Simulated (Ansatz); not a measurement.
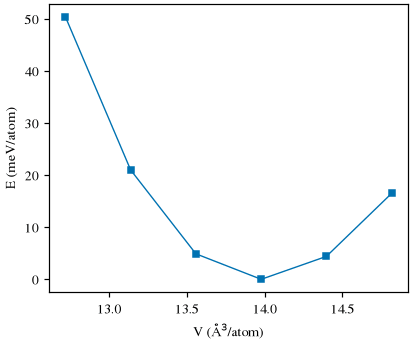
*Cu$_{2}$As in space group P4/nmm (No. 129; As on 2c, Cu on 2a, Cu on 2c) under volume change, DFT-r²SCAN in the program Ansatz with PAW potentials, shape and atoms relaxed at each volume.*

Problem. What does a third-order Birch–Murnaghan fit give for V₀, B₀ and B′?

Solution. V₀ = 13.98 Å³/atom, B₀ = 118 GPa, B′ = 5.0.

The workflow started from an entry of the Crystallography Open Database (COD). Whether it is the stable phase at ambient conditions was not checked. The cell was relaxed with r²SCAN under the symmetry of its start; its stability against distortions is not shown here. The run is not spin-polarised.

Potentials: the later of the program's two PAW sets.
